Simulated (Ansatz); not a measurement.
**Two runs on BClF3**

System: BClF3, charge −1.
Method of run A: RKS B3LYP-D4/def2-SVPD (Ansatz 0.2.0).

Text and figures count atoms from 1; the logs count them from 0 in places.

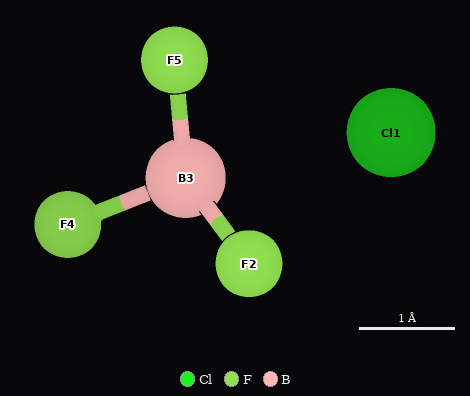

**Figure 1.** The structure as given in the input (ball-and-stick view, seen at a tilt; atoms are numbered from 1 in the order of the input). Bond lengths as drawn: B–F 1.39 Å.

**Input file, run A**
```yaml
crystal:
  periodic: [false, false, false]
  atoms:
    - { symbol: Cl, position_ang: [-0.345075, -0.179137, -3.797232] }
    - { symbol: F, position_ang: [-0.621837, 1.169587, 0.567475] }
    - { symbol: B, position_ang: [0.012738, 0.006613, 0.140182] }
    - { symbol: F, position_ang: [1.371846, 0.035007, 0.439833] }
    - { symbol: F, position_ang: [-0.597274, -1.125306, 0.673498] }
total_charge: -1
basis:
  gaussian: { orbitals: def2-SVPD }
hamiltonian:
  xc: { name: B3LYP }
  dispersion: d4
output:
  forces: true
```

Command:
```bash
ansatz run input.yaml --threads 1 --pin off --max-ram 2560MiB --backend cpu --events-out ev --progress --plain --runs-dir out
```

Hardware: 1 thread of Arm Neoverse V1, 24 GiB of memory available, shared host.

**Output (run A)**
```
Engine: ansatz 0.2.0, aarch64-unknown-linux-gnu
Functional definition: B3LYP
  parameter a0 = 0.2
  parameter ax = 0.72
  parameter ac = 0.81
  exchange = (1 - a0 - ax)*slater_x + ax*b88_x + a0*exact_x
  correlation = (1 - ac)*vwn_rpa_c + ac*lyp_c
990 factors; their error is unknown
mean field evaluation 1: about -21344.2833 eV, gradient 2.4e1 eV
mean field evaluation 2: about -21311.1545 eV, gradient 7.8e1 eV
mean field evaluation 4: about -21346.0374 eV, gradient 6.0e0 eV
mean field evaluation 8: about -21346.1704 eV, gradient 2.2e-1 eV
mean field evaluation 16: about -21346.2759 eV, gradient 8.0e-5 eV
mean field -21346.27586767 eV, -784.4611691115 hartree, gradient 4.3e-6 eV, S^2 0.000000; 0 other end points of the search recorded, 0 dependent functions left out
the calculation of the forces begins
reference -21346.27613468 eV, -784.4611789239 hartree; 25, 25 occupied and 91, 91 virtual orbitals, 990 factors
Total energy: -21346.37627000 eV, -784.4648588289 hartree
Atom 0 at    -0.345075    -0.179137    -3.797232 Å, force     0.049481     0.025661     0.544350 eV/Å
Atom 1 at    -0.621837     1.169587     0.567475 Å, force     0.520210    -1.282420    -1.983820 eV/Å
Atom 2 at     0.012738     0.006613     0.140182 Å, force     0.489258     0.254009     5.384770 eV/Å
Atom 3 at     1.371846     0.035007     0.439833 Å, force    -1.553616    -0.102157    -1.851111 eV/Å
Atom 4 at    -0.597274    -1.125306     0.673498 Å, force     0.494668     1.104907    -2.094188 eV/Å
Dipole moment:     0.166229     0.086294     1.829185 e Å
```

For run B the input was changed thus:
```diff
-    - { symbol: Cl, position_ang: [-0.345075, -0.179137, -3.797232] }
+    - { symbol: Cl, position_ang: [-0.170688, -0.088608, -1.878265] }
```

What does this change do to the results?

On the same kind of shared host run B took about 180 times as long.

**Output (run B)**
```
Engine: ansatz 0.2.0, aarch64-unknown-linux-gnu
Functional definition: B3LYP
  parameter a0 = 0.2
  parameter ax = 0.72
  parameter ac = 0.81
  exchange = (1 - a0 - ax)*slater_x + ax*b88_x + a0*exact_x
  correlation = (1 - ac)*vwn_rpa_c + ac*lyp_c
990 factors; their error is unknown
mean field evaluation 1: about -21347.5353 eV, gradient 1.9e1 eV
mean field evaluation 2: about -21347.1651 eV, gradient 2.4e1 eV
mean field evaluation 4: about -21348.3445 eV, gradient 7.8e-1 eV
mean field evaluation 8: about -21348.4458 eV, gradient 8.5e-2 eV
mean field evaluation 16: about -21348.4458 eV, gradient 2.8e-5 eV
mean field -21348.44581213 eV, -784.5409130996 hartree, gradient 2.8e-5 eV, S^2 0.000000; 0 other end points of the search recorded, 0 dependent functions left out
the calculation of the forces begins
reference -21348.44604653 eV, -784.5409217133 hartree; 25, 25 occupied and 91, 91 virtual orbitals, 990 factors
Total energy: -21348.60910914 eV, -784.5469141540 hartree
Atom 0 at    -0.170688    -0.088608    -1.878265 Å, force     0.046617     0.024200     0.513005 eV/Å
Atom 1 at    -0.621837     1.169587     0.567475 Å, force     0.043163    -0.104343    -0.154394 eV/Å
Atom 2 at     0.012738     0.006613     0.140182 Å, force    -0.004707    -0.002437    -0.051666 eV/Å
Atom 3 at     1.371846     0.035007     0.439833 Å, force    -0.126150    -0.007982    -0.143546 eV/Å
Atom 4 at    -0.597274    -1.125306     0.673498 Å, force     0.041077     0.090562    -0.163399 eV/Å
Dipole moment:     0.011490     0.005963     0.126412 e Å
```

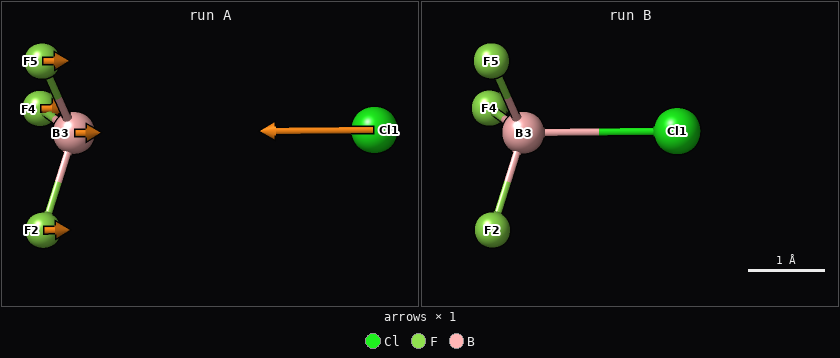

**Figure 2.** The two input geometries at one scale (ball-and-stick view, seen at a tilt). The orange arrows on the first give the shifts of the atoms after the best rigid fit, at true length. The largest move after the best rigid fit is that of Cl1, 1.54 Å. Largest moves by element: Cl 1.54 Å, F 0.39 Å, B 0.39 Å. Among the contacts that change: Cl1–B3 3.958 → 2.029 Å.

**The two runs side by side**

```csv
quantity,run A,run B
outcome,converged,converged
total energy (hartree),−784.464859,–
largest force (eV/Å),5.413,–
basis functions,116,–
wall time (shared host),4 s,12 min
```
